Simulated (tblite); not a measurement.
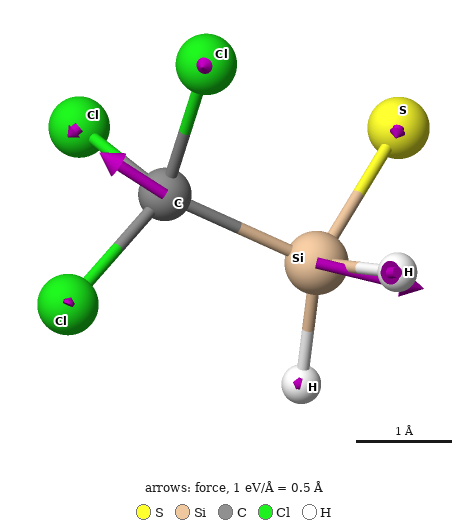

Starting geometry of CH$_{2}$Cl$_{3}$SSi (multiplicity 2) with the computed forces as purple arrows. A ball-and-stick model, seen at a tilt.

Computed with tblite, GFN2-xTB geometry optimisation, gas phase. 

Q: Is this structure relaxed? If not, where do the atoms go?

A: It isn't relaxed: the largest force vector, on the Si atom, is 2.33 eV/Å. The final displacements have little in common with the starting forces (cosine between the two patterns 0.25). Over 46 geometry steps the energy falls by 0.197 eV. The S atom moves most after the best rigid fit: 0.26 Å. Largest moves by element: S 0.26 Å, H 0.25 Å, Cl 0.24 Å, Si 0.10 Å, C 0.08 Å. Among the contacts that change: C–Si 1.852 → 1.974 Å, H–Si 1.496 → 1.454 Å, S–Si 2.117 → 2.077 Å, C–Cl 1.788 → 1.766 Å. Bond angles that change, for instance: C–Si–H 113.4° → 103.2°, Si–C–Cl 113.6° → 107.0°, Si–C–Cl 106.2° → 110.8°.
